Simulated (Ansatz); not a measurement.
Molecular dynamics of TaCl2F3

System: TaCl2F3.
Method: RHF/def2-SVP (Ansatz 0.2.0).

One setting was made poor on purpose. It belongs to a series of runs on one base structure; here: an input spoilt on purpose.

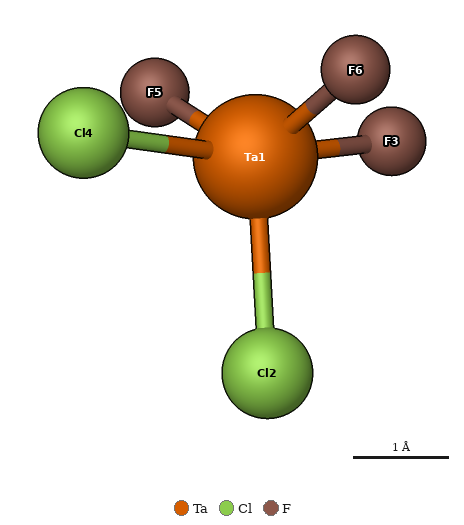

*The structure as given in the input (ball-and-stick view, seen at a tilt; atoms are numbered from 1 in the order of the input). Sticks mark near contacts.*

Input file
```yaml
crystal:
  periodic: [false, false, false]
  atoms:
    - { symbol: Ta, position_ang: [0.043906, 0.0, -0.032609] }
    - { symbol: Cl, position_ang: [2.326765, 0.0, 0.039559] }
    - { symbol: F, position_ang: [-0.156382, 0.0, 1.828307] }
    - { symbol: Cl, position_ang: [-0.162565, 0.0, -2.36512] }
    - { symbol: F, position_ang: [-0.755862, 1.668204, -0.005068] }
    - { symbol: F, position_ang: [-0.755862, -1.668204, -0.005068] }
basis:
  gaussian: { orbitals: def2-SVP }
hamiltonian:
  xc: hf
md:
  timestep: 2.0
  n_steps: 25
  ensemble: nvt_nose_hoover
  temperature: 3000.0
  initial_velocities: maxwell_boltzmann
  seed: 428728
  nose_hoover: { tau: 100.0, chain_length: 5 }
  masses: [{ species: Ta, mass: 0.0 }]
```

Hardware: 2 threads of Arm Neoverse V2, 24 GiB of memory available, shared host.

Run as:
```bash
ansatz run input.yaml --threads 2 --pin off --max-ram 3072MiB --backend cpu --events-out ev --progress --plain --runs-dir out
```

Log
```
Error: invalid value for `md.masses[].mass`: must be finite and > 0; got 0 u
```

What the run reported

| quantity | value |
| --- | --- |
| outcome | refused by the program |

The program refused the input: “invalid value for `md.masses[].mass`: must be finite and > 0; got 0 u” A deliberately poor setting: bad input.
